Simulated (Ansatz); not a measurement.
**H4InNSi: reading failed and doubtful runs**

4 inputs were typed for H4InNSi. Each is run as it stands; the log then has to tell whether the result can be used.

The runs use Ansatz 0.2.0, Gaussian basis; the settings change from run to run.

## (1) The geometry

The geometry comes from an earlier relaxation with PBE0-D4 in a triple-zeta def2 set; it is a stationary point, not always the lowest conformer. In takes a core potential in def2 sets; no spin-orbit term is included.

7 atoms, charge 0, spin multiplicity 1.

Atoms are counted from 1 here; the program's logs count them from 0.

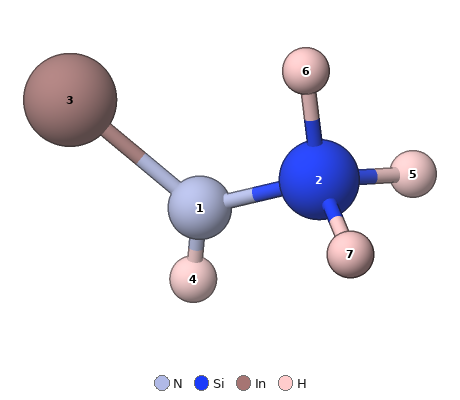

The structure; nitrogen light blue, silicon blue, indium brown, hydrogen pink; atoms are numbered from 1 in the order of the file.

Coordinates:

```mol
H4InNSi
  3D, bonds by distance, orders not assigned

  7  6  0  0  0  0  0  0  0  0999 V2000
   -0.4486   -0.8979    0.0020 N   0  0
    0.3202    0.6028   -0.2703 Si  0  0
   -0.8002   -1.6391    1.9444 In  0  0
   -0.7340   -1.4275   -0.8119 H   0  0
   -0.5128    1.6180   -0.9831 H   0  0
    0.6244    1.1521    1.0896 H   0  0
    1.6123    0.5234   -1.0164 H   0  0
  1  2  8  0
  1  3  8  0
  1  4  8  0
  2  5  8  0
  2  6  8  0
  2  7  8  0
M  END
```

## (2) Attempt 1

Contents of in.yaml:

```yaml
crystal:
  periodic: [false, false, false]
  atoms:
    - {symbol: N, position_ang: [-0.448555, -0.897896, 0.002039]}
    - {symbol: Si, position_ang: [0.320174, 0.602848, -0.270345]}
    - {symbol: In, position_ang: [-0.800228, -1.639128, 1.944406]}
    - {symbol: H, position_ang: [-0.734050, -1.427505, -0.811938]}
    - {symbol: H, position_ang: [-0.512836, 1.618041, -0.983057]}
    - {symbol: H, position_ang: [0.624406, 1.152100, 1.089606]}
    - {symbol: H, position_ang: [1.612287, 0.523440, -1.016412]}
basis:
  gaussian: {orbitals: def2-TZVP, fitting: {mean_field: cc-pVTZ-jkfit}, final_grid: {core_spheres: 20, valence_spheres: 16, degree: 47}, point_charges: [{charge: 2.00, position_ang: [5.826, -0.870, -0.764]}]}
magnetization: {spin_polarized: true, initial_magnetization: 0}
hamiltonian: {xc: {name: B97M-V}}
```

On the command line:

```sh
$ ansatz run in.yaml --threads 2 --pin off --events-out ev --progress --plain --max-ram 4352MiB
```

The log of the run:

```text
Functional definition: B97M-V
  name "B97M-V"
  cite "Mardirossian & Head-Gordon, J. Chem. Phys. 142, 074111 (2015) doi:10.1063/1.4907719"
  cite "Becke, J. Chem. Phys. 107, 8554 (1997) doi:10.1063/1.475007"
  cite "Vydrov & Van Voorhis, J. Chem. Phys. 133, 244103 (2010) doi:10.1063/1.3521275"
  # Of w^i u^j: cxij and so on, Table III.
  parameter cx00 = 1.000
  parameter cx01 = 1.308
  parameter cx02 = 1.901
  parameter cx10 = 0.416
  parameter cx11 = 3.070
  parameter css00 = 1.000
  parameter css02 = -1.855
  parameter css10 = -5.668
  parameter css32 = -20.497
  parameter css42 = -20.364
  parameter cos00 = 1.000
  parameter cos01 = 1.573
  parameter cos03 = -6.298
  parameter cos10 = 2.535
  parameter cos32 = -6.427
  parameter b = 6.0
  parameter c = 0.01
  gx(w, u) = cx00 + cx01*u + cx02*u^2 + (cx10 + cx11*u)*w
  gss(w, u) = css00 + css02*u^2 + css10*w + (css32*w^3 + css42*w^4)*u^2
  gos(w, u) = cos00 + cos01*u + cos03*u^3 + cos10*w + cos32*w^3*u^2
  exchange = spin_sum(e_x_unif_s*gx(b97_w, b97_u_x))
  correlation = spin_sum(e_c_pw_mod_same_spin*gss(b97_w, b97_u_same))
      + integral(e_c_pw_mod_opposite_spin*gos(b97_w_opposite, b97_u_opposite)) + vv10(b, c)
Error: <dir> the basis set cc-pVTZ-JKFIT has no functions for In
```

Run time: 0.1 s. Hardware: 2 threads of Arm Neoverse V1, shared host.

**Diagnosis.** Refused before any calculation. The fitting set named has no entry for an element of this molecule. Cure: leave the fitting key out, or name a set that covers all elements and suits the basis.

## (3) Attempt 2

Contents of in.yaml:

```yaml
crystal:
  periodic: [false, false, false]
  atoms:
    - {symbol: N, position_ang: [-0.448555, -0.897896, 0.002039]}
    - {symbol: Si, position_ang: [0.320174, 0.602848, -0.270345]}
    - {symbol: In, position_ang: [-0.800228, -1.639128, 1.944406]}
    - {symbol: H, position_ang: [-0.734050, -1.427505, -0.811938]}
    - {symbol: h, position_ang: [-0.512836, 1.618041, -0.983057]}
    - {symbol: H, position_ang: [0.624406, 1.152100, 1.089606]}
    - {symbol: H, position_ang: [1.612287, 0.523440, -1.016412]}
basis:
  gaussian: {orbitals: def2-TZVP}
hamiltonian: {xc: {name: LC-wPBE}}
```

Same command.

The log of the run:

```text
Error: YAML parse error: error: line 8 column 16: `h` is not an element symbol (H … Og, case-exact)
  --> <input>:8:16
   |
 6 |     - {symbol: In, position_ang: [-0.800228, -1.639128, 1.944406]}
 7 |     - {symbol: H, position_ang: [-0.734050, -1.427505, -0.811938]}
 8 |     - {symbol: h, position_ang: [-0.512836, 1.618041, -0.983057]}
   |                ^ `h` is not an element symbol (H … Og, case-exact)
 9 |     - {symbol: H, position_ang: [0.624406, 1.152100, 1.089606]}
10 |     - {symbol: H, position_ang: [1.612287, 0.523440, -1.016412]}
   |
```

It took 0.05 s on 2 threads of Arm Neoverse V1, shared host.

Diagnosis: The program refused the input. An element symbol is wrong. Cure: correct the symbol.

## (4) Attempt 3

Contents of in.yaml:

```yaml
crystal:
  periodic: [false, false, false]
  atoms:
    - {symbol: N, position_ang: [-1.036161, -2.074139, 0.004711]}
    - {symbol: Si, position_ang: [0.739603, 1.392579, -0.624497]}
    - {symbol: In, position_ang: [-1.848527, -3.786387, 4.491579]}
    - {symbol: H, position_ang: [-1.695654, -3.297536, -1.875577]}
    - {symbol: H, position_ang: [-1.184650, 3.737675, -2.270862]}
    - {symbol: H, position_ang: [1.442379, 2.661350, 2.516991]}
    - {symbol: H, position_ang: [3.724383, 1.209146, -2.347912]}
basis:
  gaussian: {orbitals: def2-TZVPD}
total_charge: -1
magnetization: {spin_polarized: true, initial_magnetization: 1}
hamiltonian: {xc: {name: BHLYP}}
accuracy: high
output: {forces: true}
```

Same command.

The log of the run:

```text
Functional definition: BHLYP
  name "BHLYP"
  cite "Becke, J. Chem. Phys. 98, 1372 (1993) doi:10.1063/1.464304"
  cite "Becke, Phys. Rev. A 38, 3098 (1988) doi:10.1103/PhysRevA.38.3098"
  cite "Lee, Yang & Parr, Phys. Rev. B 37, 785 (1988) doi:10.1103/PhysRevB.37.785"
  parameter a = 0.5
  exchange = (1 - a)*b88_x + a*exact_x
  correlation = lyp_c
2871 factors; integrals over basis functions are off by at most 2.8e-8 eV
mean field evaluation 1: about -14574.5048 eV, gradient 2.0e1 eV
mean field evaluation 2: about -14508.3163 eV, gradient 6.8e1 eV
mean field evaluation 4: about -14564.9458 eV, gradient 4.0e1 eV
mean field evaluation 8: about -14587.5866 eV, gradient 4.8e0 eV
mean field evaluation 16: about -14588.0311 eV, gradient 1.4e-2 eV
mean field evaluation 32: about -14588.0381 eV, gradient 5.5e-5 eV
mean field evaluation 64: about -14587.6029 eV, gradient 7.1e-2 eV
Error: SIGTERM received: run cancelled behind 84 evaluations of the mean field
```

Run time: 91 s. Hardware: 2 threads of Arm Neoverse V1, shared host.

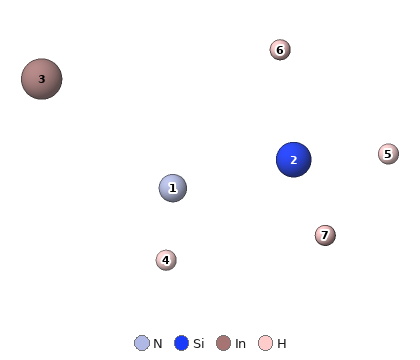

The geometry of this input.

What is wrong: Time ran out. The geometry is stretched to more than twice its size. The shortest distance is 2.34 Å (N1–H4), against 1.01 Å in the relaxed molecule. It also asks for charge -1 and multiplicity 2, another species or state than the molecule above. Its coordinates are also moved off the relaxed structure. Cure: use the relaxed coordinates, and set charge and spin to those of the species named.

## (5) Attempt 4

Contents of in.yaml:

```yaml
crystal:
  periodic: [false, false, false]
  atoms:
    - {symbol: N, position_ang: [-0.448555, -0.897896, 0.002039]}
    - {symbol: Si, position_ang: [0.320174, 0.602848, -0.270345]}
    - {symbol: In, position_ang: [-0.800228, -1.639128, 1.944406]}
    - {symbol: H, position_ang: [-0.734050, -1.427505, -0.811938]}
    - {symbol: D, position_ang: [-0.512836, 1.618041, -0.983057]}
    - {symbol: H, position_ang: [0.624406, 1.152100, 1.089606]}
    - {symbol: H, position_ang: [1.612287, 0.523440, -1.016412]}
basis:
  gaussian: {orbitals: def2-TZVPD}
hamiltonian: {xc: {name: r2SCAN50}, dispersion: d3bj}
accuracy: high
```

Same command.

The log of the run:

```text
Error: YAML parse error: error: line 8 column 16: `D` is not an element symbol (H … Og, case-exact)
  --> <input>:8:16
   |
 6 |     - {symbol: In, position_ang: [-0.800228, -1.639128, 1.944406]}
 7 |     - {symbol: H, position_ang: [-0.734050, -1.427505, -0.811938]}
 8 |     - {symbol: D, position_ang: [-0.512836, 1.618041, -0.983057]}
   |                ^ `D` is not an element symbol (H … Og, case-exact)
 9 |     - {symbol: H, position_ang: [0.624406, 1.152100, 1.089606]}
10 |     - {symbol: H, position_ang: [1.612287, 0.523440, -1.016412]}
   |
```

It took 0.05 s on 2 threads of Arm Neoverse V1, shared host.

What is wrong: Refused before any calculation. An element symbol is wrong. To mend it, correct the symbol.

## (6) Summary

| attempt | level | ended | cause | time |
| --- | --- | --- | --- | --- |
| 1 | B97M-V/def2-TZVP | refused | the fitting set named has no entry for an element of this molecule | 0.1 s |
| 2 | LC-wPBE/def2-TZVP | refused | an element symbol is wrong | 0.05 s |
| 3 | BHLYP/def2-TZVPD | timeout | the geometry is stretched to more than twice its size | 91 s |
| 4 | r2SCAN50/def2-TZVPD | refused | an element symbol is wrong | 0.05 s |

3 refused, 1 timeout. A refusal costs next to no computing time.
